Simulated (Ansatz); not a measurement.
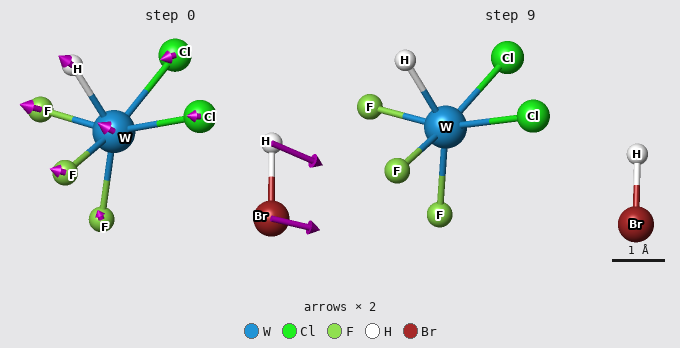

The structure of WH₂BrCl₂F₃ before (left) and after (right) a relaxation, at one scale. The purple arrows give the displacements, 2 times their true length.

A ball-and-stick model, seen from a free direction.

The run prepares an end point of a later path (reaction) calculation, from a guessed geometry.

Computed with RKS PBE/def2-SVP in Ansatz 0.2.0. (no spin polarisation; force threshold 0.03 eV/Å; at most 50 steps)

**Describe what moved and what it gained.**

The largest move after the best rigid fit is that of an H atom, 0.62 Å. Largest moves by element: H 0.62 Å, Br 0.52 Å, F 0.24 Å, W 0.20 Å, Cl 0.17 Å. Among the contacts that change: Cl–W 2.368 → 2.295 Å, Br–H 1.506 → 1.438 Å, H–W 1.706 → 1.713 Å, F–W 1.886 → 1.890 Å. Bond angles that change, for instance: Cl–W–F 113.4° → 107.6°, F–W–H 143.8° → 148.7°, F–W–Cl 118.4° → 114.3°. After 8 accepted moves (9 points after the start) the energy has fallen by 13.3 kJ/mol. Largest force component: 0.97 eV/Å at the start, 0.029 eV/Å at the end. The line search rejected the trial step at point 3 of the run. The forces were under the threshold at step 6, but the run went on from there. The run took 11 s on 4 threads of AMD EPYC 9R45 96-Core Processor (Zen 5), on a shared host, peak memory 0.26 GiB.

Limits of the set-up: the start holds two separate molecules, 2.6 Å apart at their closest, whose relative position is a soft coordinate and is computed without a dispersion correction.
